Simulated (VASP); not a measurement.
Band structure of Ag₂O (cuprite). These are RPBE GGA, VASP's PBE PAW potentials (set 64) (plane waves; VASP) values and carry that method's errors.

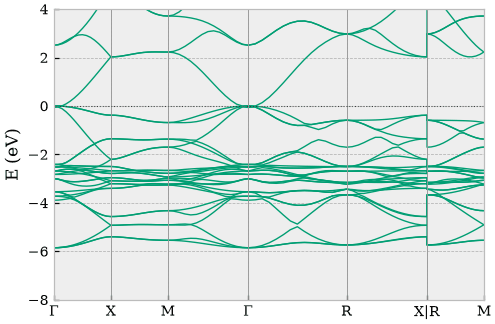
Fig. 1. Bands along high-symmetry lines, zero at the valence-band maximum or, without a gap, the Fermi level

Q: Read the plot: is there a gap, and where are the band edges?

A: It has no gap at this level: it comes out as a metal or semimetal. (Edges off the drawn lines would not show.)

The compound is Ag2O in the cuprite structure. It was relaxed first, which changed the volume by +11 %.
